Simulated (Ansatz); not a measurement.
# UCCSDT(Q)/6-31G(d) (spherical functions) run of PH2 (SMILES [PH2])

What is the vertical doublet–quartet gap of PH2 at UCCSDT(Q)/6-31G* (spherical functions)? 

The results are computed with Ansatz 0.2.0.

## (1) The structure to begin with

PH2: 3 atoms, total charge 0, spin state doublet. SMILES: `[PH2]`. The shape is that of a PBE0-D4/def2-TZVP optimisation.

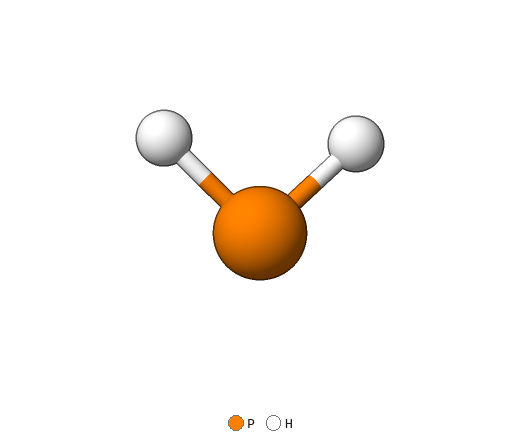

Viewed from a chosen angle; phosphorus orange, hydrogen white.

## (2) The energy at UCCSDT(Q)/6-31G(d) (spherical functions)

job.yaml reads:

```yaml
crystal:
  periodic: [false, false, false]
  atoms:
    - {symbol: P, position_ang: [0.525730, -0.309370, 0.258210]}
    - {symbol: H, position_ang: [0.114640, 1.051490, 0.176750]}
    - {symbol: H, position_ang: [-0.640370, -0.742120, -0.434970]}
basis:
  gaussian:
    orbitals: 6-31G_st_-spherical.json
total_charge: 0
magnetization:
  spin_polarized: true
  initial_magnetization: 1
correlation:
  method: ccsdt_q
  frozen_orbitals: {H: 0, P: 5}
accuracy: high
scf:
  omitted_lower_state_checks: [cluster_reference, increment]
```

The basis set 6-31G* is read from a file made from the Basis Set Exchange's data (not shown).

Command:

```console
$ ansatz run job.yaml --threads 1 --pin off --max-ram 3480MiB --events-out events.jsonl --progress --plain --runs-dir runs
```

The program printed, cut to the lines that bear on the results:

```text
Warning: RAYON_NUM_THREADS=1 ignored (pool sized by the plan → 1); use --threads N
Functional definition: HF
  name "HF"
[...]
380 factors; integrals over basis functions are off by at most 3.4e-9 eV
[...]
mean field -9302.15671198 eV, -341.8479539369 hartree, gradient 1.3e-8 eV, S^2 0.762701; 0 other end points of the search recorded, 0 dependent functions left out
5 core orbitals not correlated: weight in the atoms' cores, before any rotation towards them, 1.000 or more for the frozen orbitals, at most 0.000 for the correlated occupied ones
reference -9302.15671198 eV, -341.8479539369 hartree; 4, 3 occupied and 13, 14 virtual orbitals, 380 factors
second order -2.31679578 eV of doubles, -0.00000000 eV of singles
cycle   1  -2.77541272 eV  change   -4.6e-1 eV  update   5.6e-2
[...]
cycle  20  -3.04791716 eV  change   2.2e-10 eV  update  4.4e-10
perturbative correction -0.00148723 eV, -0.0000546548 hartree
Total energy: -9305.20611637 eV, -341.9600174812 hartree
Checks for a lower state left out: cluster_reference, increment
```

Run time: 2.4 s. Hardware: 1 thread of Arm Neoverse V1, shared host; peak memory 0.096 GiB.

## (3) The quartet at the same level

molecule.yaml reads:

```yaml
crystal:
  periodic: [false, false, false]
  atoms:
    - {symbol: P, position_ang: [0.525730, -0.309370, 0.258210]}
    - {symbol: H, position_ang: [0.114640, 1.051490, 0.176750]}
    - {symbol: H, position_ang: [-0.640370, -0.742120, -0.434970]}
basis:
  gaussian:
    orbitals: 6-31G_st_-spherical.json
accuracy: high
scf:
  omitted_lower_state_checks: [cluster_reference, increment]
correlation:
  method: ccsdt_q
  frozen_orbitals: {H: 0, P: 5}
magnetization:
  spin_polarized: true
  initial_magnetization: 3
```

The basis set 6-31G* is read from a file made from the Basis Set Exchange's data (not shown).

Command:

```console
$ ansatz run molecule.yaml --threads 1 --pin off --max-ram 3480MiB --events-out events.jsonl --progress --plain --runs-dir runs
```

The program printed, cut to the lines that bear on the results:

```text
Warning: RAYON_NUM_THREADS=1 ignored (pool sized by the plan → 1); use --threads N
[... 2 set-up lines as earlier in the session ...]
[...]
382 factors; integrals over basis functions are off by at most 3.4e-9 eV
[...]
mean field -9296.41167897 eV, -341.6368278679 hartree, gradient 8.5e-8 eV, S^2 3.756341; 2 other end points of the search recorded, 0 dependent functions left out
5 core orbitals not correlated: weight in the atoms' cores, before any rotation towards them, 1.000 or more for the frozen orbitals, at most 0.000 for the correlated occupied ones
reference -9296.41167897 eV, -341.6368278679 hartree; 5, 2 occupied and 12, 15 virtual orbitals, 382 factors
second order -1.82602530 eV of doubles, -0.00000000 eV of singles
cycle   1  -2.22778278 eV  change   -4.0e-1 eV  update   5.5e-2
[...]
cycle  22  -2.53872373 eV  change   3.7e-10 eV  update  4.4e-10
perturbative correction -0.00159437 eV, -0.0000585921 hartree
Total energy: -9298.95199707 eV, -341.7301828362 hartree
Checks for a lower state left out: cluster_reference, increment
```

It took 2.2 s on 1 thread of Arm Neoverse V1, shared host; peak memory 0.094 GiB.

## (4) Results

Level: UCCSDT(Q)/6-31G* (spherical functions), 5 core orbitals frozen.

| quantity | value |
| --- | --- |
| doublet: total energy | -341.96002 Eh |
| doublet: correlation energy (5 core orbitals frozen) | -112.1 mEh |
| doublet: ⟨S²⟩ of the reference determinant | 0.763 |
| doublet: T1 diagnostic | 0.011 |
| quartet: total energy | -341.73018 Eh |
| quartet: correlation energy (5 core orbitals frozen) | -93.4 mEh |
| quartet: ⟨S²⟩ of the reference determinant | 3.756 |
| quartet: T1 diagnostic | 0.018 |
| vertical energy of the quartet above the doublet | 6.254 eV |

At this shape the quartet lies 6.25 eV (144 kcal/mol) above the doublet.
